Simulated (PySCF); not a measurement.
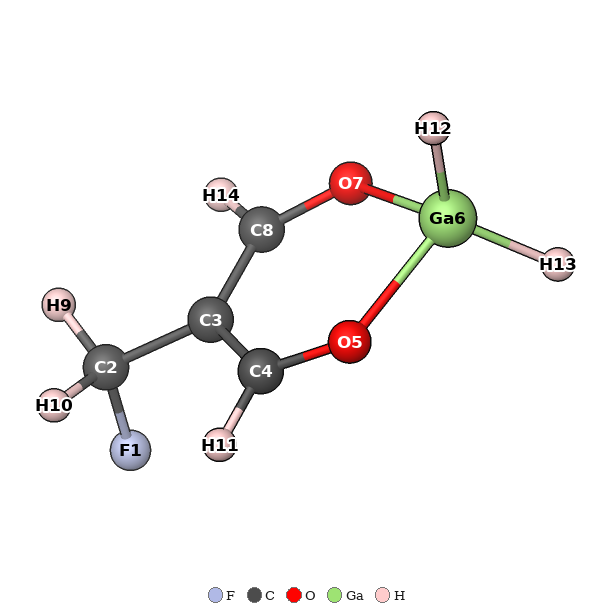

Computed geometry: GFN2-xTB optimisation. No frequency run is at hand to confirm it as a minimum. Properties computed with B3LYP/pcJ-1 (pcSseg-1 on Ga) indirect spin-spin coupling, non-relativistic, gas phase (PySCF 2.14.0). Isotopes: 13C, 19F, 1H, 17O.

Give the spin–spin coupling constants of these pairs, with the number of bonds between them: F1/C2, F1/H10, F1/H9, F1/C3.

| pair | bonds apart | J (Hz) |
| --- | --- | --- |
| F1, C2 | 1 | −227.3 |
| F1, H10 | 2 | 56.9 |
| F1, H9 | 2 | 55.5 |
| F1, C3 | 2 | 23.7 |

Density functionals are unreliable for couplings to fluorine, so those rows may be far off.

The geometry is semi-empirical. Around Ga such bond lengths and angles can be off by a tenth of an ångström or more and by several degrees, and values that hang on the shape move with them.
